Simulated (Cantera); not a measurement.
Feed: 1 mol Fe2O3, 1.2 mol CO, 10 mol H2, equilibrated at 13.0 Pa.

Method: chemical equilibrium by Gibbs-energy minimisation in Cantera with the NASA 1993 tables (ideal gas, pure condensed phases). Candidate condensed phases: C, C6H6, C7H8, C8H18, Fe, Fe(CO)5, FeO, Fe(OH)2, Fe(OH)3, Fe2O3, Fe3O4, H2O; 114 gas species. Equilibrium is a limit: real reactors are often held back by kinetics, nucleation or transport.

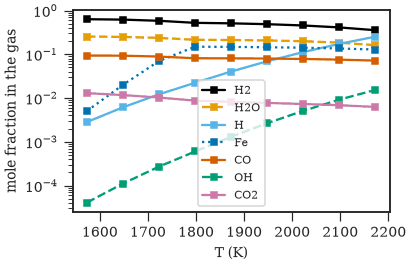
Figure. Equilibrium gas composition (values under 1e-9 drawn at 1e-9)

From 1573 K to 1648 K the condensed part is Fe(γ). At 1723 K the condensed part is Fe(δ). From 1798 K to 2173 K nothing is condensed. The main Fe-bearing gas is Fe throughout.
